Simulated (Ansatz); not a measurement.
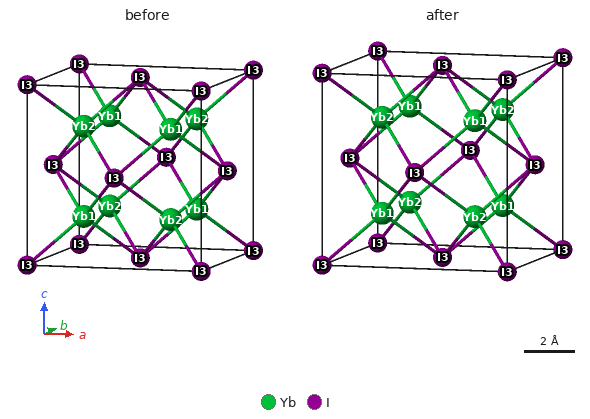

The structure of solid Yb$_{2}$I (a generated structure, set up in Fm-3m) before (left) and after (right) a relaxation, at one scale.

The picture is a ball-and-stick view of the conventional cell (4 times the calculation's cell), seen slightly off an axis. Lengths and directions refer to the drawn axes.

These are results of DFT PBE, scalar-relativistic, plane waves, PAW in Ansatz 0.2.0, not measurements.

Input
```yaml
crystal:
  lattice:
    - [0.0, 3.6515214, 3.6515214]
    - [3.6515214, 0.0, 3.6515214]
    - [3.6515214, 3.6515214, 0.0]
  atoms:
    - { symbol: Yb, position: [0.25, 0.25, 0.25] }
    - { symbol: Yb, position: [0.75, 0.75, 0.75] }
    - { symbol: I, position: [0.0, 0.0, 0.0] }
basis:
  ecutwfc: 420
kpoints:
  mp_grid: { grid: [12, 12, 12] }
hamiltonian:
  xc: pbe
scf:
  occupations: { method: gaussian, width: 0.1 }
output:
  forces: true
  stress: true
  eigenvalues: true
relax:
  adjacent_minimum: "off"
  f_tol: 0.01
  max_steps: 80
  cell: { stress_tol: 0.05 }
```

Launched with:
```bash
ansatz run input.yaml --threads 1 --pin off --max-ram 2048MiB --backend cpu --events-out ev --progress --plain --runs-dir out
```

Summarise the run.

Answer. Over 3 accepted moves (4 points after the start) the energy falls by 60.2 meV per atom. All forces vanish by symmetry, so only the cell relaxes. Pressure: 3.03 GPa at the start and 0.02 GPa at the end. At 1 point the geometry stayed and the basis and grid were re-selected for the new cell (energy shift of 2.2 meV per atom at most each time). No atom moves by more than 0.005 Å relative to the cell. The drawn cell changes as follows: a = b = c 7.303 → 7.769 Å (+6.4 %); the volume changes by +20.4 %. Near-neighbour distances that change, for instance: Yb1–I3 3.162 → 3.364 Å. The space group stays Fm-3m (No. 225).

Limits of the set-up: 4f states are treated without a Hubbard U.
